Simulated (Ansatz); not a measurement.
Input file:

```
crystal:
  periodic: [false, false, false]
  atoms:
    - {symbol: C, position_ang: [-1.763699, -0.557538, 0.159543]}
    - {symbol: Ge, position_ang: [0.041236, 0.178387, 0.024486]}
    - {symbol: C, position_ang: [1.344508, -1.221349, -0.375318]}
    - {symbol: N, position_ang: [0.318540, 1.114175, 1.583906]}
    - {symbol: N, position_ang: [0.287990, 1.473677, -1.258376]}
    - {symbol: H, position_ang: [-2.044176, -1.054739, -0.770822]}
    - {symbol: H, position_ang: [-1.826603, -1.288444, 0.968979]}
    - {symbol: H, position_ang: [-2.478289, 0.242575, 0.358514]}
    - {symbol: H, position_ang: [1.327707, -1.991231, 0.398280]}
    - {symbol: H, position_ang: [1.123855, -1.696536, -1.333900]}
    - {symbol: H, position_ang: [2.347305, -0.794085, -0.422776]}
    - {symbol: H, position_ang: [0.108943, 0.613236, 2.435393]}
    - {symbol: H, position_ang: [1.235623, 1.530812, 1.663967]}
    - {symbol: H, position_ang: [-0.347380, 2.256386, -1.189742]}
    - {symbol: H, position_ang: [0.302440, 1.143973, -2.212834]}
basis:
  gaussian: {orbitals: def2-TZVPP}
hamiltonian: {xc: pbe0, dispersion: d4}
output: {orbitals: {seedname: orbitals}}
```

Run with:

```sh
ansatz run in.yaml --threads 4 --pin off --events-out ev --progress --plain --max-ram 11315MiB
```

Geometry: PBE0-D4/def2-TZVP.

Theory: Ansatz, RKS PBE0-D4/def2-TZVPP.

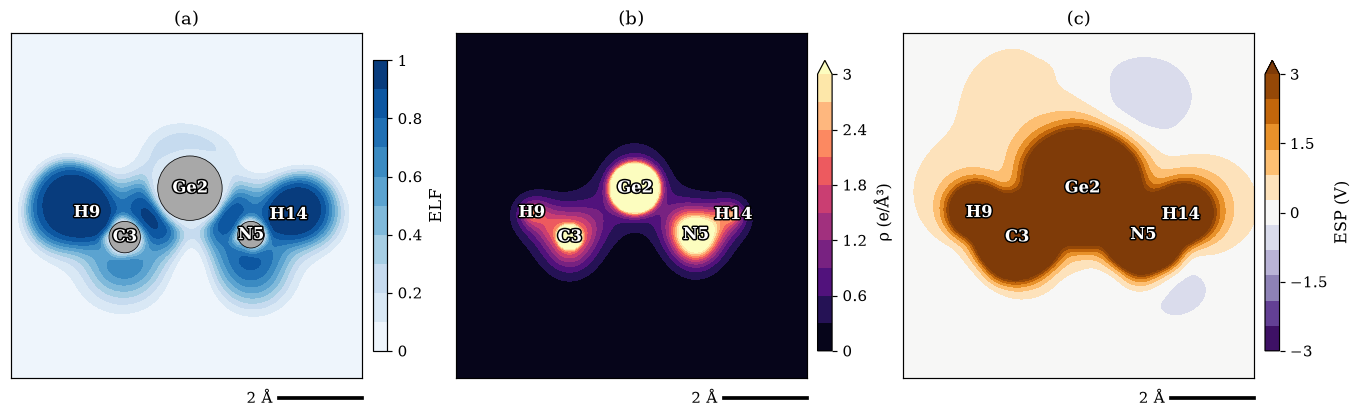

C2H10GeN2 (SMILES [CH3][Ge]([CH3])([NH2])[NH2]). (a) ELF; (b) electron density; (c) electrostatic potential on the plane of atoms C3, Ge2 and N5. Grey discs cover the atomic cores in the ELF map.

**Interpret the plot.**

Atoms in the plane: Ge, C, N and H.
Ge–N (1.84 Å): the density is about 0.97 e/Å³ at the midpoint; the ELF peaks at about 0.90 in the valence shell of N, 0.6 Å from its nucleus, and is about 0.50 at the midpoint.
C–Ge (1.95 Å): ρ at the midpoint is about 0.88 e/Å³; the ELF peaks at about 0.95 in the valence shell of C, 0.7 Å from its nucleus, and is about 0.70 at the midpoint.
N–H (1.01 Å): ρ is about 2.9 e/Å³ halfway; the ELF climbs to about 1 towards the hydrogen, as it does in any bond to H; an ordinary covalent bond to hydrogen.
C–H (1.09 Å): ρ is about 1.9 e/Å³ halfway; the ELF climbs to about 1 towards the hydrogen (an ordinary covalent bond to hydrogen).
Outside the dense part of the molecule the potential is most negative (−0.5 V) near H8, which lies off the plane.
